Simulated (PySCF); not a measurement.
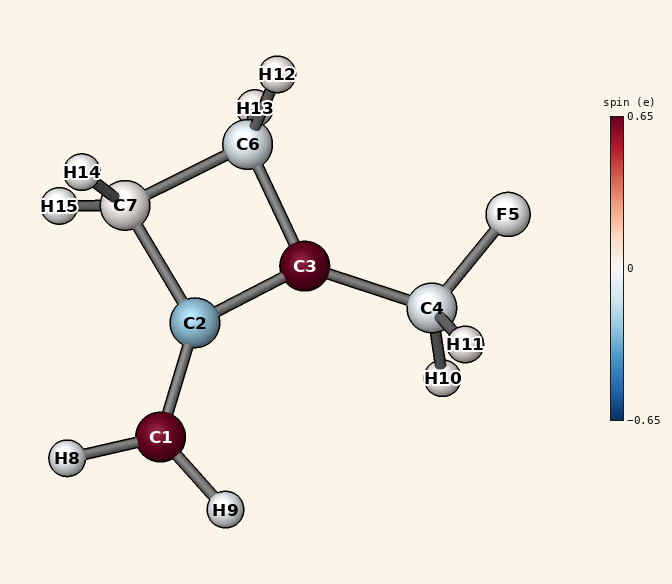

Atoms are coloured by their Mulliken spin populations. State: neutral, doublet. The geometry was computed by an optimisation with GFN2-xTB. No frequency run is at hand to confirm it as a minimum. Level of theory: UKS B3LYP, pcH-1 on C F H, non-relativistic (PySCF 2.14.0).

List the Mulliken spin populations.

| atom | value (e) |
| --- | --- |
| C1 | 0.63 |
| C2 | −0.25 |
| C3 | 0.65 |
| C4 | −0.05 |
| F5 | 0.00 |
| C6 | −0.06 |
| C7 | 0.02 |
| H8 | −0.03 |
| H9 | −0.03 |
| H10 | 0.03 |
| H11 | 0.03 |
| H12 | 0.03 |
| H13 | 0.03 |
| H14 | 0.00 |
| H15 | 0.00 |

Mulliken values depend strongly on the basis set.
